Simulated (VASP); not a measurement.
Band structure of CdTe (space group Cmc2_1). These are modified Becke-Johnson potential (mBJ) with spin-orbit coupling, VASP's PBE PAW potentials (set 64) (plane waves; VASP) values and carry that method's errors.

mBJ is a potential without an energy functional, so only the levels count.

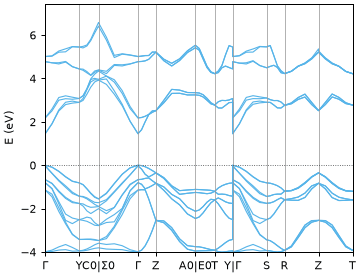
Figure: Bands along high-symmetry lines, zero at the valence-band maximum or, without a gap, the Fermi level

Task: Read the plot: is there a gap, and where are the band edges?

Result: The gap is direct, 1.45 eV, from the valence maximum at Γ to the conduction minimum at Γ.

The structure comes from a computed database's CdTe entry (Cmc2_1); how it stands against other phases isn't given here. It was relaxed first. The cell's shape comes from a PBE relaxation.
